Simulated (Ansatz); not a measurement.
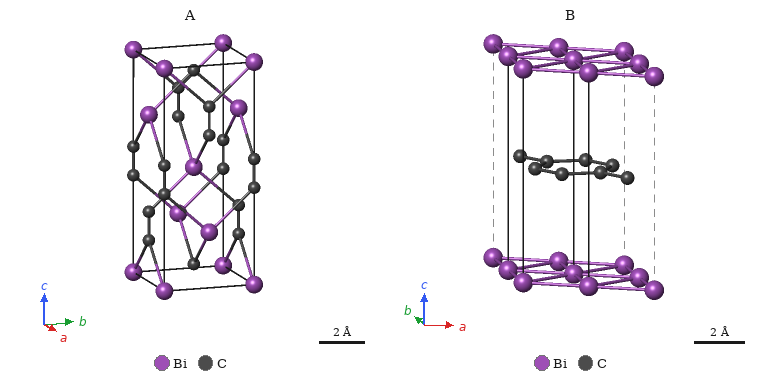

Two structures of BiC2, each relaxed to rest (conventional cells in solid outline, small ones repeated, not to one scale). Method: Ansatz, DFT PBE, scalar-relativistic, plane waves, PAW, without spin polarisation.

Question: Which structures are these?

Answer: A: 12 atoms a cell on a body-centred tetragonal lattice, I4_1/amd. B: AlB₂ type, P6/mmm.

Question: Which structure is more stable?

Answer: B is lower, by 612 meV/atom at this level of theory (energies at zero smearing). Volumes: A 15.3, B 19.9 Å³/atom.

One or both may be structure types tried for this composition rather than known phases.
